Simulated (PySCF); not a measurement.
**C$_{3}$H$_{8}$Si: NMR shielding calculation**

The run: NMR shielding calculation of C$_{3}$H$_{8}$Si, SMILES C1C[SiH2]C1. Method and program: GIAO PBE0/STO-3G NMR shielding, non-relativistic, gas phase (PySCF 2.14.0).

Some settings of this run were made unusual or wrong on purpose. The geometry comes from this level: GFN2-xTB, coordinate held. Figures and captions count atoms from 1; the log counts them from 0 in places.

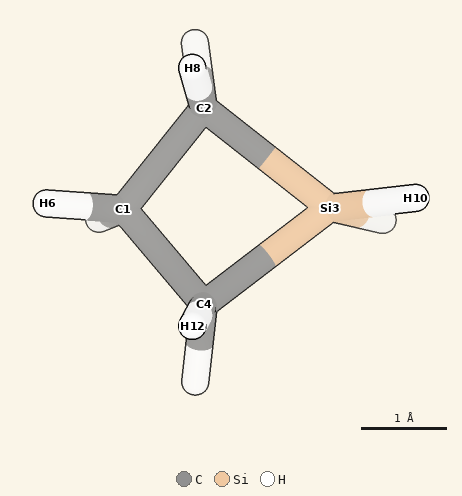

Fig. 1: The structure as given in the input (stick view, seen on its broad side; atoms are numbered from 1 in the order of the input).

## Input file
```
{"job": {"kind": "nmr", "xc": "PBE0", "basis": "STO-3G", "every": 1, "pop": false}, "charge": 0, "multiplicity": 1}
C      0.294225    -1.060693    -0.065644
C     -1.097552    -0.425403     0.114177
Si    -0.354860     1.306405    -0.208234
C      1.161016     0.196837     0.147438
H      0.415117    -1.443350    -1.078355
H      0.507828    -1.872894     0.630393
H     -1.860487    -0.817295    -0.554878
H     -1.459987    -0.551142     1.132782
H     -0.461698     1.768721    -1.592545
H     -0.664510     2.382261     0.732115
H      2.034066     0.255911    -0.498843
H      1.510436     0.265504     1.176013
```

The first line tells a small driver script what to run in PySCF; the rest is the geometry in Å.

Run as:
```bash
OMP_NUM_THREADS=1 python <driver script> task.json out
```

## What the program printed
```
coarse grid: 9848 points
cycle   1  E = -403.6050893009  dE =  9.646e-02  |g| = 2.835e-01  |ddm| = 4.043e+00
cycle   2  E = -403.6061426753  dE = -1.053e-03  |g| = 2.802e-01  |ddm| = 8.196e-01
cycle   3  E = -403.6319909094  dE = -2.585e-02  |g| = 1.340e-02  |ddm| = 4.162e-01
cycle   4  E = -403.6320387956  dE = -4.789e-05  |g| = 6.271e-03  |ddm| = 2.595e-02
cycle   5  E = -403.6320505591  dE = -1.176e-05  |g| = 5.030e-04  |ddm| = 8.477e-03
cycle   6  E = -403.6320506656  dE = -1.065e-07  |g| = 9.054e-05  |ddm| = 1.042e-03
final grid: 88528 points
cycle   7  E = -403.6087648207  dE = -4.114e-06  |g| = 3.888e-03  |ddm| = 1.242e-02
cycle   8  E = -403.6087651872  dE = -3.665e-07  |g| = 3.742e-03  |ddm| = 1.089e-02
cycle   9  E = -403.6087698038  dE = -4.617e-06  |g| = 1.959e-04  |ddm| = 5.486e-03
cycle  10  E = -403.6087698153  dE = -1.152e-08  |g| = 2.188e-05  |ddm| = 2.788e-04
cycle  11  E = -403.6087698154  dE = -1.511e-10  |g| = 2.072e-06  |ddm| = 3.212e-05
```

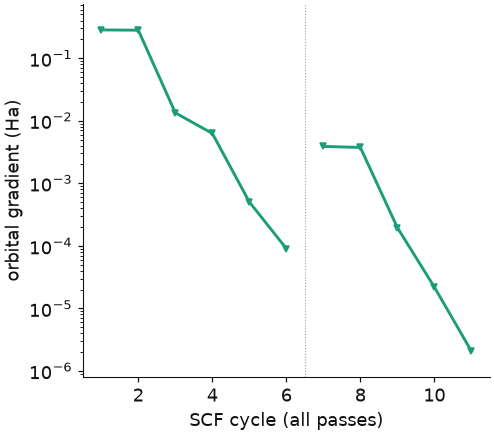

Fig. 2: Convergence of the self-consistent field: orbital gradient against the SCF cycle. The dotted line marks the change from a coarse to the final integration grid. The first 6 cycles use a coarse grid, the final grid takes over at cycle 7, and the field converges after 11 cycles in all.

```
converged SCF energy = -403.6087698154

GIAO shielding tensors (ppm)
atom      isotropic    diamagn.    paramagn.     s11        s22        s33       span
  0 C      205.916     246.075     -40.159    185.031    210.617    222.100     37.069
  1 C      218.737     248.362     -29.626    199.226    214.952    242.032     42.806
  2 Si     547.164     869.659    -322.495    508.173    523.645    609.675    101.503
  3 C      218.627     248.377     -29.750    199.099    214.807    241.975     42.876
  4 H       31.501      31.993      -0.492     27.483     28.547     38.472     10.989
  5 H       31.787      31.147       0.640     26.716     27.960     40.687     13.971
  6 H       32.428      31.145       1.283     27.630     28.426     41.228     13.598
  7 H       31.938      31.869       0.069     27.886     28.615     39.312     11.426
  8 H       30.708      31.825      -1.117     27.182     28.190     36.751      9.569
  9 H       30.792      31.450      -0.658     27.345     27.732     37.301      9.956
 10 H       32.422      31.143       1.280     27.631     28.426     41.211     13.580
 11 H       31.935      31.862       0.073     27.880     28.618     39.308     11.429
```

## Outcome

- outcome: converged
- total energy: −403.608770 hartree
- HOMO: −6.07 eV
- LUMO: 6.71 eV
- dipole moment: 0.60 D
- isotropic shielding, C: 205.9 to 218.7 ppm
- isotropic shielding, Si: 547.2 ppm
- isotropic shielding, H: 30.7 to 32.4 ppm
- hardware: 1 CPU thread, shared host
- wall time: 2.8 s
- peak memory: 0.3 GiB

## Diagnosis

Some settings of this run were drawn to be unusual or wrong. It converged; results that depend on the unusual settings are not reference values.
